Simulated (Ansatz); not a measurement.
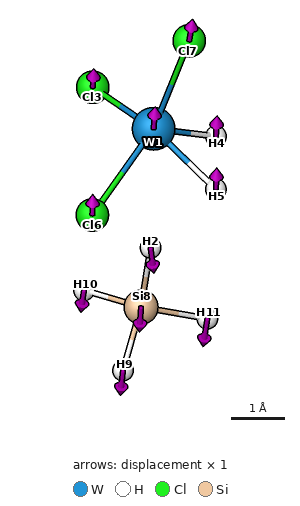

A relaxation of WSiH₆Cl₃ (multiplicity 2). The starting structure is drawn; purple arrows show the displacements, at their true length. The two geometries are superimposed by the best rigid fit.

Style: ball-and-stick. Shown from a free direction.

The run prepares an end point of a later path (reaction) calculation, from a guessed geometry.

Theory: UHF/def2-SVP in Ansatz 0.2.0.

Input
```yaml
crystal:
  periodic: [false, false, false]
  atoms:
    - { symbol: W, position_ang: [0.208936, -0.207292, -0.584109] }
    - { symbol: H, position_ang: [-0.006476, 0.000336, 2.32487] }
    - { symbol: Cl, position_ang: [2.338393, 0.389467, 0.103548] }
    - { symbol: H, position_ang: [-0.13415, 1.262438, 0.102192] }
    - { symbol: H, position_ang: [-1.261379, 0.133038, 0.102526] }
    - { symbol: Cl, position_ang: [-0.377871, -2.337821, 0.108771] }
    - { symbol: Cl, position_ang: [-0.082957, 0.080016, -2.816041] }
    - { symbol: Si, position_ang: [-0.002817, 0.000214, 3.793866] }
    - { symbol: H, position_ang: [-0.7663, -1.169545, 4.279348] }
    - { symbol: H, position_ang: [1.39363, -0.068873, 4.274904] }
    - { symbol: H, position_ang: [-0.63901, 1.248021, 4.272325] }
magnetization:
  spin_polarized: true
  initial_magnetization: 1
basis:
  gaussian: { orbitals: def2-SVP }
hamiltonian:
  xc: hf
relax:
  f_tol: 0.03
  max_steps: 50
```

Command:
```bash
ansatz run input.yaml --threads 4 --pin off --max-ram 5120MiB --backend cpu --events-out ev --progress --plain --runs-dir out
```

### What did the optimiser do to the structure, and how much energy did it gain?

The largest move after the best rigid fit is that of H11, 0.73 Å. By element the largest moves are H 0.73 Å, Si 0.63 Å, W 0.56 Å, Cl 0.56 Å. Among the contacts that change: W1–H2 2.924 → 4.124 Å, H2–Si8 1.469 → 1.482 Å, W1–Cl3 2.316 → 2.312 Å. Among the angles between lasting bonds that change: Cl3–W1–Cl6 112.4° → 109.5°, Cl3–W1–Cl7 112.2° → 114.5°, Cl3–W1–H5 129.8° → 127.7°. Over 8 geometry steps the energy falls by 1.51 kcal/mol. Largest force component: 0.29 eV/Å at the start, 0.0087 eV/Å at the end. Cost: 48 s on 4 threads of Arm Neoverse V1, on a shared host, peak memory 0.52 GiB.

Limits of the set-up: the start holds two separate molecules, 2.6 Å apart at their closest, whose relative position is a soft coordinate and is computed without a dispersion correction; Hartree-Fock leaves out electron correlation.
